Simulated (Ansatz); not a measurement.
# SOF2 (thionyl fluoride): levels of theory compared

We compute a comparison of 6 runs (SVWN5/STO-3G, UB3LYP/STO-3G, UPBE/STO-3G, wB97M-V/STO-3G, RPA@PBE/STO-3G, FCI/STO-3G) of SOF2 (thionyl fluoride). 

Program for the calculation: Ansatz 0.2.0.

70 further runs of the same task are left out: 9 that didn't finish, 61 set aside as unsound or not needed.

**1. Starting point**

The species is SOF2 (4 atoms), meant as a singlet with charge 0. As SMILES, `O=S(F)F`. The F3–S2 distance was set to 1.985 Å, away from the relaxed value.

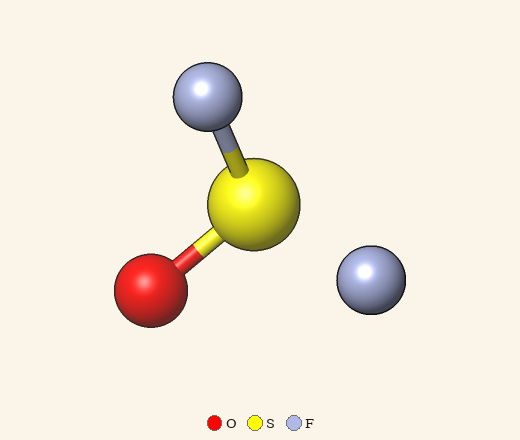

Viewed from a chosen angle; oxygen red, sulfur yellow, fluorine light blue.

**2. A single-point energy at SVWN5/STO-3G (run 1)**

Input file molecule.yaml:

```yaml
crystal:
  periodic: [false, false, false]
  atoms:
    - {symbol: O, position_ang: [1.175703, -0.241036, -1.079332]}
    - {symbol: S, position_ang: [0.092003, -0.733836, -0.307232]}
    - {symbol: F, position_ang: [-1.124400, 0.804200, 0.000400]}
    - {symbol: F, position_ang: [0.586603, -0.752236, 1.201568]}
basis:
  gaussian: {orbitals: STO-3G}
hamiltonian: {xc: {name: SVWN5}}
accuracy: high
```

Run with:

```console
ansatz run molecule.yaml --threads 1 --pin off --max-ram 2610MiB --events-out events.jsonl --progress --plain --runs-dir runs
```

Log:

```text
Warning: RAYON_NUM_THREADS=1 ignored (pool sized by the plan → 1); use --threads N
Functional definition: SVWN5
  name "SVWN5"
  exchange = slater_x
  correlation = vwn5_c
455 factors; integrals over basis functions are off by at most 2.8e-8 eV
mean field evaluation 1: about -17987.3810 eV, gradient 4.4e1 eV
mean field evaluation 2: about -17928.1043 eV, gradient 1.2e2 eV
mean field evaluation 4: about -17982.8264 eV, gradient 5.5e1 eV
mean field evaluation 8: about -17995.0733 eV, gradient 1.4e-2 eV
mean field -17995.05541405 eV, -661.3060889797 hartree, gradient 1.0e-8 eV, S^2 0.000000; 0 other end points of the search recorded, 0 dependent functions left out
reference -17995.05541489 eV, -661.3060890107 hartree; 21, 21 occupied and 3, 3 virtual orbitals, 455 factors
Total energy: -17995.05541489 eV, -661.3060890107 hartree
```

Wall time 0.93 s (1 thread of Arm Neoverse V1, shared host); peak memory 0.094 GiB.

**3. The energy at UB3LYP/STO-3G (run 2)**

Input file input.yaml:

```yaml
crystal:
  periodic: [false, false, false]
  atoms:
    - symbol: O
      position_ang: [1.175703, -0.241036, -1.079332]
    - symbol: S
      position_ang: [0.092003, -0.733836, -0.307232]
    - symbol: F
      position_ang: [-1.124400, 0.804200, 0.000400]
    - symbol: F
      position_ang: [0.586603, -0.752236, 1.201568]
basis:
  gaussian:
    orbitals: STO-3G
magnetization:
  spin_polarized: true
  initial_magnetization: 0
hamiltonian:
  xc: {name: B3LYP}
accuracy: high
```

Run with:

```console
ansatz run input.yaml --threads 1 --pin off --max-ram 2610MiB --events-out events.jsonl --progress --plain --runs-dir runs
```

Log:

```text
Warning: RAYON_NUM_THREADS=1 ignored (pool sized by the plan → 1); use --threads N
Functional definition: B3LYP
  name "B3LYP"
  parameter a0 = 0.2
  parameter ax = 0.72
  parameter ac = 0.81
  exchange = (1 - a0 - ax)*slater_x + ax*b88_x + a0*exact_x
  correlation = (1 - ac)*vwn_rpa_c + ac*lyp_c
455 factors; integrals over basis functions are off by at most 2.8e-8 eV
mean field evaluation 1: about -18073.7971 eV, gradient 3.1e1 eV
mean field evaluation 2: about -18035.9687 eV, gradient 8.2e1 eV
mean field evaluation 4: about -18076.6388 eV, gradient 2.5e1 eV
mean field evaluation 8: about -18081.9068 eV, gradient 1.3e-1 eV
mean field evaluation 16: about -18081.9346 eV, gradient 2.3e-6 eV
mean field -18081.93458616 eV, -664.4988396659 hartree, gradient 8.1e-8 eV, S^2 0.000000; 1 other end points of the search recorded, 0 dependent functions left out
reference -18081.93460362 eV, -664.4988403074 hartree; 21, 21 occupied and 3, 3 virtual orbitals, 455 factors
Total energy: -18081.93460362 eV, -664.4988403074 hartree
```

It took 4.2 s on 1 thread of Arm Neoverse V1, shared host; peak memory 0.14 GiB.

**4. The energy at UPBE/STO-3G (run 3)**

Input file job.yaml:

```yaml
crystal:
  periodic: [false, false, false]
  atoms:
    - {symbol: O, position_ang: [1.175703, -0.241036, -1.079332]}
    - {symbol: S, position_ang: [0.092003, -0.733836, -0.307232]}
    - {symbol: F, position_ang: [-1.124400, 0.804200, 0.000400]}
    - {symbol: F, position_ang: [0.586603, -0.752236, 1.201568]}
basis:
  gaussian:
    orbitals: STO-3G
hamiltonian:
  xc: {name: PBE}
magnetization:
  spin_polarized: true
  initial_magnetization: 0
accuracy: high
```

Run with:

```console
ansatz run job.yaml --threads 1 --pin off --max-ram 2610MiB --events-out events.jsonl --progress --plain --runs-dir runs
```

Log:

```text
Warning: RAYON_NUM_THREADS=1 ignored (pool sized by the plan → 1); use --threads N
Functional definition: PBE
  name "PBE"
  parameter kappa = 0.804
  parameter beta = 0.06672455060314922
  exchange = pbe_x(kappa = kappa, mu = beta*pi^2/3)
  correlation = pbe_c(beta = beta)
455 factors; integrals over basis functions are off by at most 2.8e-8 eV
mean field evaluation 1: about -18063.2785 eV, gradient 3.1e1 eV
mean field evaluation 2: about -17997.2141 eV, gradient 9.3e1 eV
mean field evaluation 4: about -18060.0497 eV, gradient 3.7e1 eV
mean field evaluation 8: about -18071.0917 eV, gradient 7.1e-2 eV
mean field evaluation 16: about -18070.5769 eV, gradient 4.8e0 eV
mean field -18071.09171695 eV, -664.1003715718 hartree, gradient 6.2e-9 eV, S^2 0.000000; 1 other end points of the search recorded, 0 dependent functions left out
reference -18071.09171782 eV, -664.1003716040 hartree; 21, 21 occupied and 3, 3 virtual orbitals, 455 factors
Total energy: -18071.09171782 eV, -664.1003716040 hartree
```

Wall time 2.5 s (1 thread of Arm Neoverse V1, shared host); peak memory 0.13 GiB.

Runs 4 to 5 aren't shown in full; the table further down has their settings and results.

**5. A single-point energy at FCI/STO-3G (run 6)**

Input file in.yaml:

```yaml
crystal:
  periodic: [false, false, false]
  atoms:
    - symbol: O
      position_ang: [1.175703, -0.241036, -1.079332]
    - symbol: S
      position_ang: [0.092003, -0.733836, -0.307232]
    - symbol: F
      position_ang: [-1.124400, 0.804200, 0.000400]
    - symbol: F
      position_ang: [0.586603, -0.752236, 1.201568]
basis:
  gaussian:
    orbitals: STO-3G
total_charge: 0
correlation:
  method: fci
  frozen_orbitals: {F: 1, O: 1, S: 5}
accuracy: high
```

Run with:

```console
ansatz run in.yaml --threads 1 --pin off --max-ram 2610MiB --events-out events.jsonl --progress --plain --runs-dir runs
```

Log, shortened:

```text
Warning: RAYON_NUM_THREADS=1 ignored (pool sized by the plan → 1); use --threads N
Functional definition: HF
  name "HF"
[...]
455 factors; integrals over basis functions are off by at most 2.8e-8 eV
[...]
mean field -18035.73714241 eV, -662.8011149220 hartree, gradient 1.8e-8 eV, S^2 0.000000; 0 other end points of the search recorded, 0 dependent functions left out; unrestricted orbitals would lower it
[...]
unrestricted determinant -18037.87019689 eV, -662.8795032280 hartree, S^2 0.8796
8 core orbitals not correlated: weight in the atoms' cores, before any rotation towards them, 1.000 or more for the frozen orbitals, at most 0.000 for the correlated occupied ones
reference -18035.73714241 eV, -662.8011149220 hartree; 13, 13 occupied and 3, 3 virtual orbitals, 455 factors
state -18041.61412413 eV, -663.0170900167 hartree
Total energy: -18041.61412413 eV, -663.0170900167 hartree
```

Wall time 1.4 s (1 thread of Arm Neoverse V1, shared host).

**6. Overview of the runs**

```csv
run,level,frozen core orbitals,energy (Eh),wall time
1,SVWN5/STO-3G,–,-661.306089,0.93 s
2,UB3LYP/STO-3G,–,-664.498840,4.2 s
3,UPBE/STO-3G,–,-664.100372,2.5 s
4,wB97M-V/STO-3G,–,-664.563371,25 s
5,RPA@PBE/STO-3G,8,-663.086417,2.5 s
6,FCI/STO-3G,8,-663.017090,1.4 s
```

**7. What came out**

```
                                          quantity          value
                               run 6: total energy  -663.01709 Eh
run 6: correlation energy (8 core orbitals frozen)     -216.0 mEh
```

Totals of different functionals can't be ranked against each other. In runs 1, 2, 3, 4, 5, 6 the basis is minimal, so the values are rough. All runs together took 36 s, the longest 25 s.
